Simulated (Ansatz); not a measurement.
**HF (hydrogen fluoride) at B2PLYP/cc-pVTZ**

What is the vertical singlet–triplet gap of HF (hydrogen fluoride) at B2PLYP/cc-pVTZ? 

The calculation is run with Ansatz 0.2.0.

37 further runs of the same task are left out: 37 set aside as unsound or not needed.

### 1 The system as given

HF: 2 atoms, total charge 0, spin state singlet. SMILES: `F`. The coordinates come from a PBE0-D4/def2-TZVP relaxation.

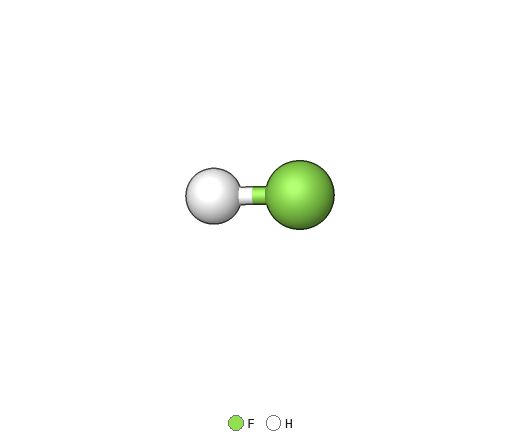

Viewed from a chosen angle; fluorine green, hydrogen white.

### 2 The energy at B2PLYP/cc-pVTZ

in.yaml reads:

```yaml
crystal:
  periodic: [false, false, false]
  atoms:
    - symbol: F
      position_ang: [-0.390000, 0.144600, -0.196400]
    - symbol: H
      position_ang: [0.390000, -0.144600, 0.196400]
basis:
  gaussian:
    orbitals: cc-pVTZ
hamiltonian:
  xc: {name: B2PLYP}
correlation:
  frozen_orbitals: {F: 1, H: 0}
accuracy: high
output:
  orbitals: {seedname: orbitals}
```

Launch:

```sh
ansatz run in.yaml --threads 1 --pin off --max-ram 3480MiB --events-out events.jsonl --progress --plain --runs-dir runs
```

What it wrote:

```text
Warning: RAYON_NUM_THREADS=1 ignored (pool sized by the plan → 1); use --threads N
Functional definition: B2PLYP
  name "B2PLYP"
  parameter a = 0.53
  parameter c = 0.27
  exchange = (1 - a)*b88_x + a*exact_x
  correlation = (1 - c)*lyp_c + c*(mp2_os + mp2_ss)
585 factors; integrals over basis functions are off by at most 3.6e-9 eV
mean field evaluation 1: about -2729.3186 eV, gradient 2.9e1 eV
mean field evaluation 2: about -2729.3189 eV, gradient 2.9e1 eV
mean field evaluation 4: about -2730.4951 eV, gradient 7.5e-1 eV
mean field evaluation 8: about -2730.4958 eV, gradient 2.6e-3 eV
mean field evaluation 16: about -2730.4958 eV, gradient 6.8e-8 eV
mean field -2730.49579289 eV, -100.3438695921 hartree, gradient 6.8e-8 eV, S^2 0.000000; 0 other end points of the search recorded, 0 dependent functions left out
1 core orbitals not correlated: weight in the atoms' cores, before any rotation towards them, 1.000 or more for the frozen orbitals, at most 0.000 for the correlated occupied ones
reference -2730.49580280 eV, -100.3438699562 hartree; 4, 4 occupied and 39, 39 virtual orbitals, 585 factors
second order -8.60405409 eV of doubles, -0.00000000 eV of singles
Total energy: -2732.81889740 eV, -100.4292421083 hartree
```

Wall time 0.8 s (1 thread of Arm Neoverse V1, shared host).

### 3 The triplet

input.yaml reads:

```yaml
basis:
  gaussian: {orbitals: cc-pVTZ}
crystal:
  periodic: [false, false, false]
  atoms:
    - {symbol: F, position_ang: [-0.390000, 0.144600, -0.196400]}
    - {symbol: H, position_ang: [0.390000, -0.144600, 0.196400]}
magnetization: {spin_polarized: true, initial_magnetization: 2}
accuracy: high
hamiltonian: {xc: {name: B2PLYP}}
output: {orbitals: {seedname: orbitals}}
correlation: {frozen_orbitals: {F: 1, H: 0}}
```

Launch:

```sh
ansatz run input.yaml --threads 1 --pin off --max-ram 3480MiB --events-out events.jsonl --progress --plain --runs-dir runs
```

What it wrote, cut to the lines that bear on the results:

```text
Warning: RAYON_NUM_THREADS=1 ignored (pool sized by the plan → 1); use --threads N
[... 2 set-up lines as earlier in the session ...]
[...]
585 factors; integrals over basis functions are off by at most 3.6e-9 eV
[...]
mean field -2720.80961432 eV, -99.9879090953 hartree, gradient 9.2e-8 eV, S^2 2.002370; 0 other end points of the search recorded, 0 dependent functions left out
1 core orbitals not correlated: weight in the atoms' cores, before any rotation towards them, 1.000 or more for the frozen orbitals, at most 0.000 for the correlated occupied ones
reference -2720.80963335 eV, -99.9879097947 hartree; 5, 3 occupied and 38, 40 virtual orbitals, 585 factors
second order -6.61300529 eV of doubles, -0.00000000 eV of singles
Total energy: -2722.59514478 eV, -100.0535261295 hartree
```

Run time: 1.1 s. Hardware: 1 thread of Arm Neoverse V1, shared host; peak memory 0.095 GiB.

### 4 Summary of results

Level: B2PLYP/cc-pVTZ, 1 core orbital frozen.

| quantity | value |
| --- | --- |
| singlet: total energy | -100.42924 Eh |
| singlet: HOMO energy (SCF part's orbitals) | -13.75 eV |
| singlet: LUMO energy (SCF part's orbitals) | 1.95 eV |
| singlet: HOMO–LUMO gap (SCF part's orbitals) | 15.70 eV |
| triplet: total energy | -100.05353 Eh |
| triplet: HOMO energy (SCF part's orbitals) (highest over α and β) | -3.93 eV |
| triplet: ⟨S²⟩ | 2.002 |
| vertical energy of the triplet above the singlet | 10.224 eV |

What this shows: At this shape the triplet lies 10.22 eV (986 kJ/mol) above the singlet.
